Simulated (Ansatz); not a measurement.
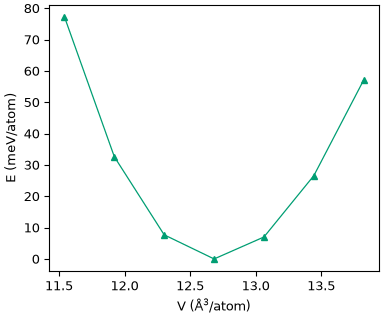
*TiFe (CsCl type, space group No. 221) under volume change, plane-wave PAW r²SCAN (Ansatz code), scaled uniformly.*

### Question
What does a third-order Birch–Murnaghan fit give for V₀, B₀ and B′?

### Answer
V₀ = 12.68 Å³/atom, B₀ = 206 GPa, B′ = 4.0.

Space group Pm-3m (CsCl type). The workflow started from an entry of the Crystallography Open Database (COD). Whether it is the stable phase at ambient conditions was not checked. The r²SCAN relaxation kept the symmetry of its start; whether a distortion lowers the energy is not shown. The workflow began spin-polarised and lost its moments.

Potentials: the later of the program's two PAW sets.
